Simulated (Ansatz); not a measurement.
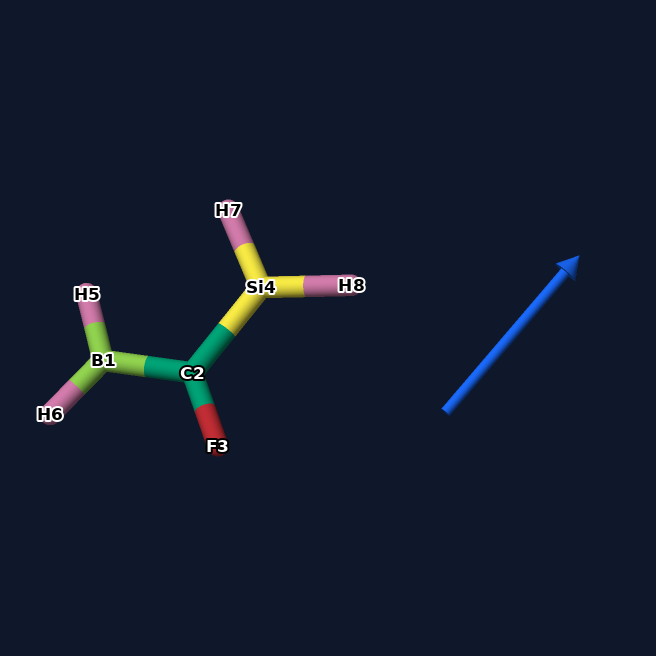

The arrow beside the molecule shows the direction of the dipole moment, from the negative to the positive end (its length means nothing). The geometry was computed by an optimisation with PBE0-D4/def2-TZVP. No frequency run is at hand to confirm it as a minimum. Level of theory: RKS PBE0-D4/def2-TZVP (Ansatz 0.2.0).

Q: How large is the dipole moment?

A: 3.01 D; it points from the side of H6 to the side of H8 (the outermost atoms at the two ends).
